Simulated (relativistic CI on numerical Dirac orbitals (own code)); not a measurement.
**Relativistic CI calculation for Ni²⁺**

Ni²⁺. Computed at this level: charge-transfer multiplet model of a cubic metal-ligand cluster with up to 3 ligand holes, Slater and spin-orbit integrals from Dirac-Coulomb-Breit ions, Slater integrals scaled by 0.8 (relativistic CI on numerical Dirac orbitals, in-house).

### Summary

```tsv
quantity	value
outcome	converged
hardware	1 CPU thread, shared host
CPU time	1 s
```

### Input file
```
cluster ion=Ni2+ d8 ligand_holes=3 slater_scale=0.8
Delta=2.6 Udd=6.2 Upd=7.8 tenDq=0.85 tenDqL=0.9 Veg=1.4 Vt2g=-0.72 red=0.8
spectrum xas L2,3 T=300 lorentz=0.4 gauss=0.3
```

Launched within a batch (the task file carries these settings):
```bash
python <driver script> task.json out
```

The program writes its results to a structured record and prints no log; tables and figures of this report are taken from that record.

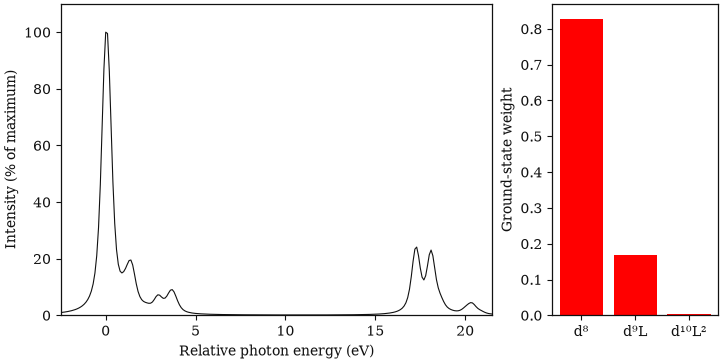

Fig. 1: L₂,₃ X-ray absorption of nominal Ni²⁺ (d⁸) with Δ = 2.6, U_dd = 6.2, U_pd = 7.8, 10Dq = 0.85 (ligand 0.9), V(eg) = 1.4, V(t2g) = −0.72 eV, final-state hopping scaled by 0.8. Charge-transfer multiplet model of a cubic metal–ligand cluster, up to 2 ligand holes (L), atomic integrals computed for Dirac–Coulomb–Breit ions and scaled by 0.8, 300 K, Voigt broadening (Lorentzian 0.4 eV, Gaussian 0.3 eV). Energies are counted from the highest peak in the lower part of the range. The main maxima lie at 0.0 eV (100), 1.4 eV (20), 2.9 eV (7), 3.7 eV (9), 17.3 eV (24) and 18.1 eV (23), heights in % of the largest. The features below about 11 eV belong to the L₃ edge, those above mostly to the L₂ edge. The ground state is 83 % d⁸ and 17 % d⁹L, with 8.18 d electrons and S = 1.00.
